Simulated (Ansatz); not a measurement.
System: K₂Br.

Calculation (Ansatz 0.2.0): a formula put on the sites of a structure type, uncorrected energy per atom over the elements' standard states (H N O F Cl as gases), plane-wave PAW DFT, cell and atoms relaxed at 0 K and 0 GPa, spin start parallel or as listed, metals to 4 meV/atom. Level: PBE, no spin polarisation.

- wave cutoff: 420 eV

The names give the starting types; a cell can relax into another structure.

Predict the formation energy of each starting structure type. The cases: rutile type; MoSi2 (C11b); CaC2 type.

The same space group, volume and energy are reached by MoSi2 (C11b) and CaC2 type (No. 139). The lowest are MoSi2 (C11b) and CaC2 type, which are equal within what the calculation resolves; rutile type is 0.015 eV/atom higher.

```
starting structure type  formation energy (eV/atom)  volume per atom (Å³)  final space group number
            rutile type                      -1.068                 52.82                       136
           MoSi2 (C11b)                      -1.083                 45.52                       139
              CaC2 type                      -1.083                 45.52                       139
```

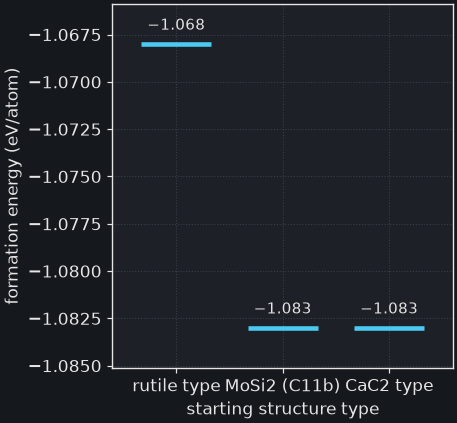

Limits of the calculation: no spin polarisation, a magnetic state may lie lower.
